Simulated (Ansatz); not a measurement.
SiH₅OF: several calculations on one system

## 1. Relaxation

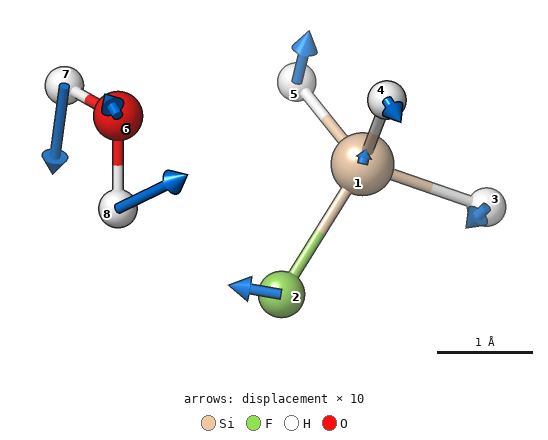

A relaxation of SiH₅OF. The starting structure is drawn; blue arrows show the displacements, magnified 10 times. The two geometries are superimposed by the best rigid fit.

The picture is a ball-and-stick view, seen at a tilt.

The run prepares an end point of a later path (reaction) calculation, from a guessed geometry.

Theory: RKS PBE0-D4/cc-pVDZ in Ansatz. Set-up: no spin polarisation; force threshold 0.03 eV/Å; at most 50 steps.

> Describe the change and its energy.

Over 5 geometry steps the energy falls by 0.032 eV. Largest force component: 1.2 eV/Å at the start, 0.0029 eV/Å at the end. The atom that moves furthest after the best rigid fit is H7 (0.12 Å). By element the largest moves are H 0.12 Å, F 0.06 Å, O 0.04 Å, Si 0.02 Å. Near-neighbour distances that change, for instance: Si1–F2 1.628 → 1.666 Å, O6–H8 0.985 → 0.968 Å. Cost: 15 s on 1 thread of Arm Neoverse V2 (shared host), peak memory 0.14 GiB.

## 2. Relaxation

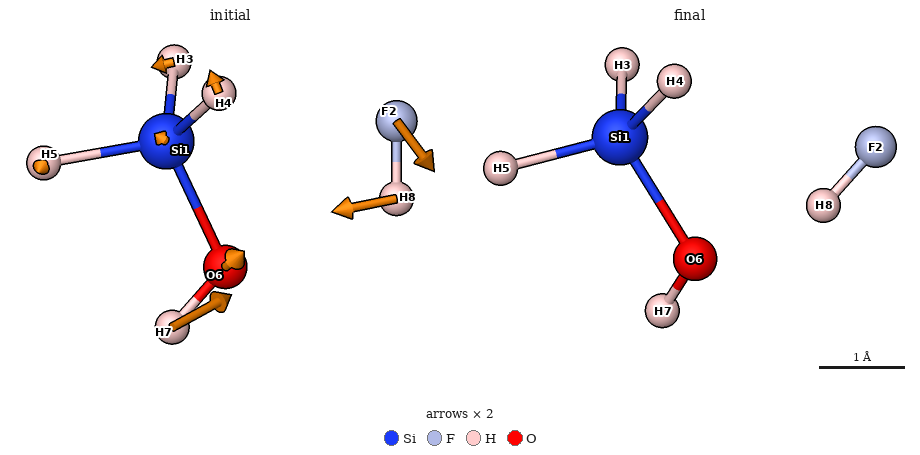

The structure of SiH5OF before (left) and after (right) a relaxation, at one scale. The orange arrows give the displacements, magnified 2 times.

A ball-and-stick model, seen at a tilt.

The run prepares an end point of a later path (reaction) calculation, from a guessed geometry.

All numbers below come from RKS PBE0-D4/cc-pVDZ in Ansatz 0.2.0. (no spin polarisation; force threshold 0.03 eV/Å; at most 50 steps)

Describe what moved and what it gained.

Answer. Over 10 accepted moves (12 points after the start) the energy falls by 16.4 kJ/mol. Largest force component: 0.37 eV/Å at the start, 0.015 eV/Å at the end. The line search rejected the trial steps at points 3, 7 of the run. The largest move after the best rigid fit is that of H7, 0.51 Å. Largest moves by element: H 0.51 Å, F 0.40 Å, O 0.24 Å, Si 0.10 Å. Some distances before and after: Si1–O6 1.692 → 1.716 Å, F2–H8 0.926 → 0.942 Å, Si1–H5 1.505 → 1.498 Å, Si1–H3 1.489 → 1.494 Å. Among the angles between lasting bonds that change: H4–Si1–O6 110.1° → 105.2°, H4–Si1–H5 108.7° → 111.0°. Groups turn about Si1–O6 by about 40°.

Limits of the set-up: the start holds two separate molecules, 2.2 Å apart at their closest, whose relative position is a soft coordinate.

## 3. Path

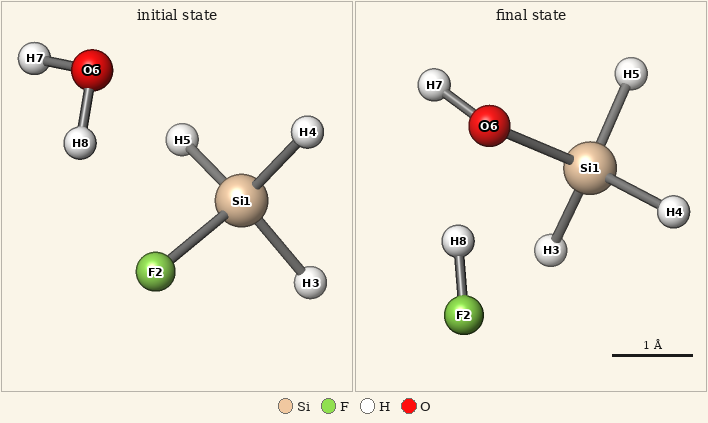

The two relaxed end points of a path for SiH$_{5}$OF. A ball-and-stick model, seen from a free direction.

These are results of RKS PBE0-D4/cc-pVDZ (Ansatz), not measurements.

Set-up: 9 movable images; climbing image; force threshold 0.05 eV/Å; iteration limit 60.

Start:
```xyz
8

Si    0.2882    0.0362   -0.1297
F     0.1647   -0.1027    1.5257
H     1.7618    0.0111   -0.3962
H    -0.2881    1.3343   -0.5728
H    -0.3452   -1.1498   -0.7748
O    -2.4405    0.0497    0.8167
H    -2.7106   -0.8761    0.7673
H    -1.8813    0.0676    1.6071
```

End:
```xyz
8

Si   -0.3015   -0.1160   -0.4641
F    -0.5194    0.8405    2.4922
H     0.9097   -0.7798    0.1069
H    -0.1336    1.3590   -0.5495
H    -0.5971   -0.7006   -1.8118
O    -1.6705   -0.3561    0.5423
H    -1.9953   -1.2643    0.5762
H    -1.1432    0.3875    1.9511
```

Q: What barrier does the band find between them, and by what path?

A: The energy climbs by 23.3 kcal/mol to image 5 and then falls by 17.0 kcal/mol, so the end point sits at +6.3 kcal/mol. Breaking: O6–H8 (0.97 → 1.11 at the top → 1.68 Å), Si1–F2 (1.67 → 1.97 at the top → 3.11 Å). Forming: F2–H8 (2.05 → 1.26 at the top → 0.94 Å), Si1–O6 (2.89 → 1.89 at the top → 1.72 Å). The band converged in 16 iterations, with a climbing image at the top. At the top, the vibrational analysis gives one imaginary mode (571i cm⁻¹), as a transition state must have.

Energies of the converged images:

```csv
image,path (Å),E (kcal/mol)
0,0.00,0.0
1,0.57,0.8
2,1.14,2.6
3,1.71,9.2
4,2.28,16.8
5,2.85,23.3
6,3.12,18.9
7,3.39,12.1
8,3.66,7.9
9,3.92,6.5
10,4.19,6.3
```

The geometry at the top of the path:

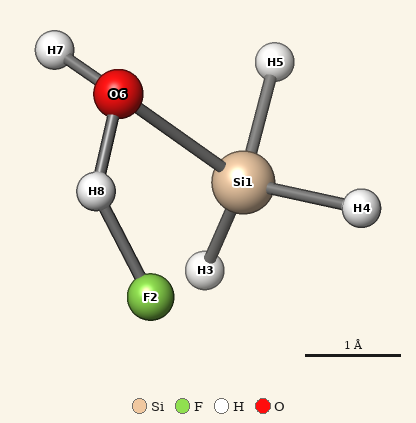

Cost: 5.1 min on 1 thread of Arm Neoverse V2, on a shared host, peak memory 0.13 GiB.
